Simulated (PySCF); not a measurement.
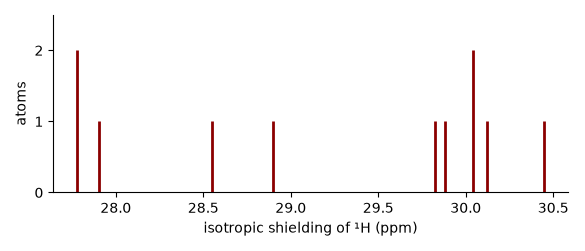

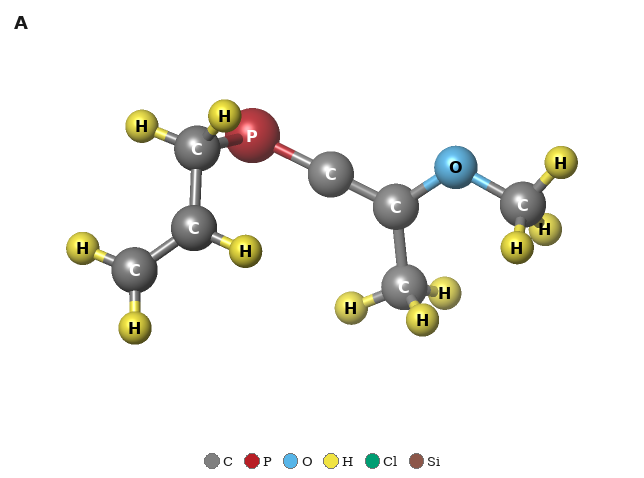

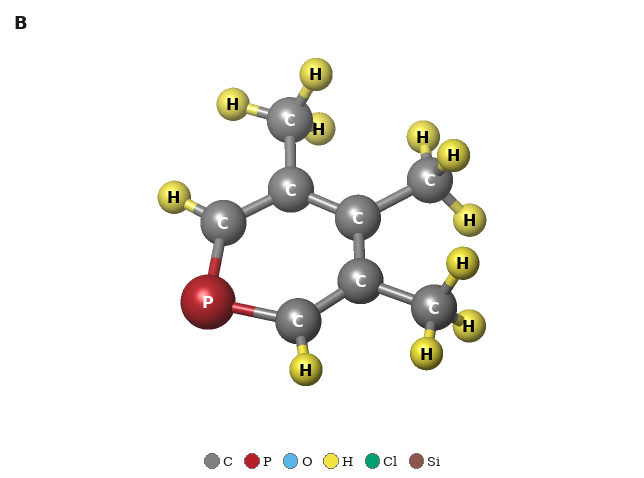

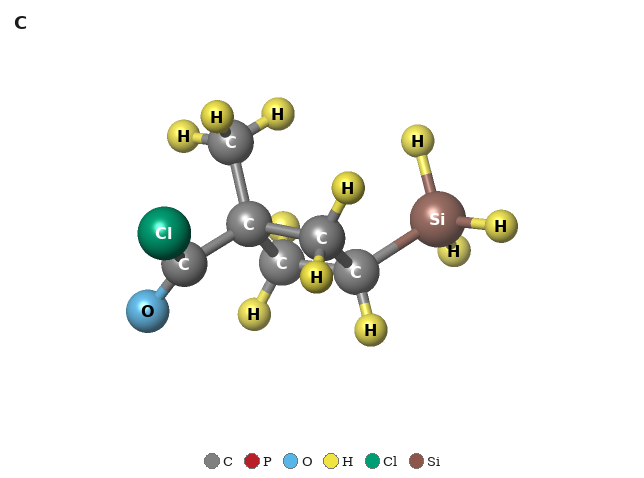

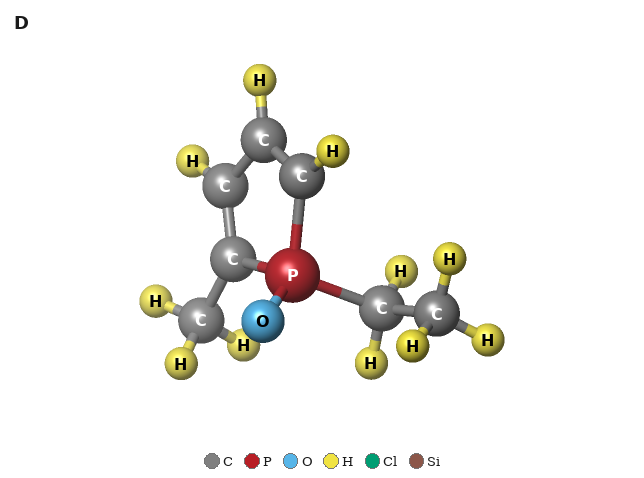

The sticks are computed shieldings of one of the molecules, for one fixed geometry (GFN2-xTB) without averaging over rotations. Low shielding means a high chemical shift. Method: GIAO PBE0/pcSseg-1 NMR shielding, non-relativistic, gas phase (PySCF 2.14.0).

> Which molecule gives this pattern?

C, `C[C@]1(C(=O)Cl)C[C@H]([SiH3])C1`. Its 11 H atoms give lines at 27.78 (2 atoms), 27.90, 28.55, 28.90, 29.83, 29.88, 30.04 (2 atoms), 30.12, 30.45 ppm.

The geometry is semi-empirical. Around P, Si such bond lengths and angles can be off by a tenth of an ångström or more and by several degrees, and values that hang on the shape move with them.
